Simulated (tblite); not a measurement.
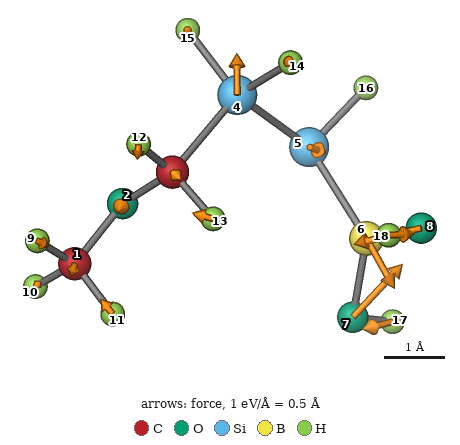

Starting geometry of C$_{2}$H$_{10}$BO$_{3}$Si$_{2}$ (multiplicity 2) with the computed forces as orange arrows. The picture is a ball-and-stick view, seen at a tilt.

Method: GFN2-xTB geometry optimisation, gas phase in tblite. 

What follows when this structure is relaxed?

It isn't relaxed: the largest force vector, on O atoms, is 2.48 eV/Å. The final displacements have little in common with the starting forces (cosine between the two patterns 0.29). An H atom moves most after the best rigid fit: 2.15 Å. By element the largest moves are H 2.15 Å, O 1.99 Å, C 0.57 Å, Si 0.42 Å, B 0.42 Å. Some distances before and after: B–O 1.462 → 1.358 Å, Si–Si 2.224 → 2.277 Å, C–Si 1.861 → 1.908 Å, H–O 0.987 → 0.954 Å. Bond angles that change, for instance: Si–Si–B 108.7° → 129.5°, B–O–H 104.0° → 117.0°, Si–Si–H 109.3° → 120.3°. Groups turn about B–O by about 90°, B–O by about 90°. Over 189 geometry steps the energy falls by 44.1 kcal/mol.
